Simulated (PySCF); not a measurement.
Be(SiH3)(OSiH3), SMILES [SiH3][Be][O][SiH3] at its CAM-B3LYP/def2-SVP optimised geometry (Å):

```
10

Be    -1.5374    -1.8170    -2.4886
Si    -2.2781    -2.8453    -4.2376
H     -1.5185    -2.4758    -5.4700
H     -3.7141    -2.5303    -4.5048
H     -2.1803    -4.3298    -4.0989
O     -1.0577    -1.1445    -1.3445
Si    -0.4990    -0.3581     0.0000
H     -0.9885     1.0466     0.0000
H      0.9885    -0.3581     0.0000
H     -0.9884    -1.0466     1.2244
```

Level of theory: CAM-B3LYP/def2-TZVP (PySCF 2.14.0). Cells within 0.4 Å of a nucleus heavier than hydrogen are left out (blank, or x).

Map of the Laplacian of the electron density (e/bohr⁵), clipped to [-1.50, 1.50] on the plane z = 0.0 Å:

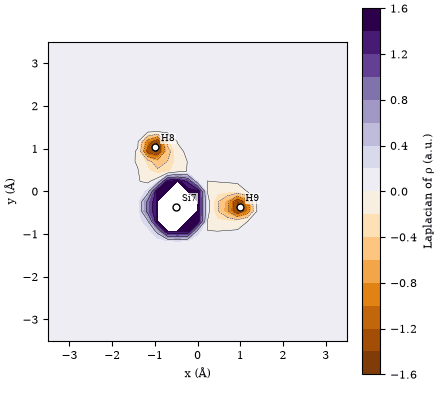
Laplacian of the electron density (e/bohr⁵), clipped to [-1.50, 1.50] on the plane z = 0.0 Å.
